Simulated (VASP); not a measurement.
Band structure of HfTe (relaxed from the wurtzite structure, space group P6_3mc). Calculation: PBEsol GGA, VASP's PBE PAW potentials (set 64) (plane waves; VASP).

Unless said otherwise, spin-orbit coupling is left out, though it shifts the bands of the heavy elements here.

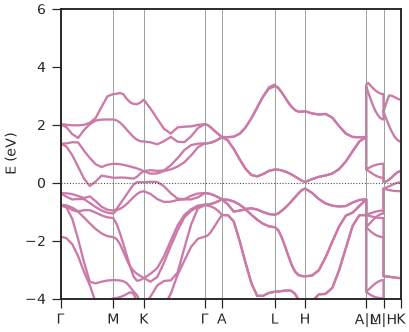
Figure. Bands along high-symmetry lines, zero at the valence-band maximum or, without a gap, the Fermi level

Question: Read the plot: is there a gap, and where are the band edges?

Answer: It has no gap at this level: it comes out as a metal or semimetal. (Edges off the drawn lines would not show.)

The structure was generated: HfTe was put into the wurtzite type (P6_3mc), which need not be its known phase. It was relaxed first, which changed the volume by -44 %.
